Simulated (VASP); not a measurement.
Band structure of Be5Au (sg216). These are r2SCAN meta-GGA, VASP's PBE PAW potentials (set 64) (plane waves; VASP) values and carry that method's errors.

Unless said otherwise, spin-orbit coupling is left out, though it shifts the bands of the heavy elements here.

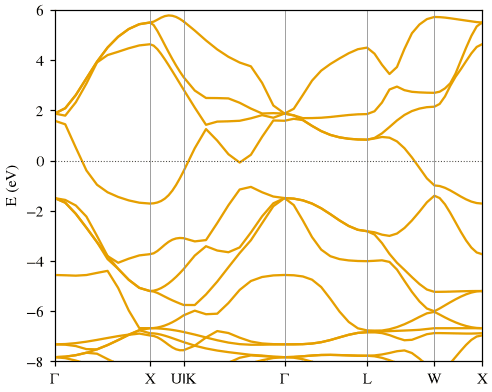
Figure: Bands along high-symmetry lines, zero at the valence-band maximum or, without a gap, the Fermi level

Q: Read the plot: is there a gap, and where are the band edges?

A: It has no gap at this level: it comes out as a metal or semimetal.

The compound is Be5Au in the sg216 structure. It was relaxed first. The electron count is odd and the run is not spin-polarised, which forces a metal.
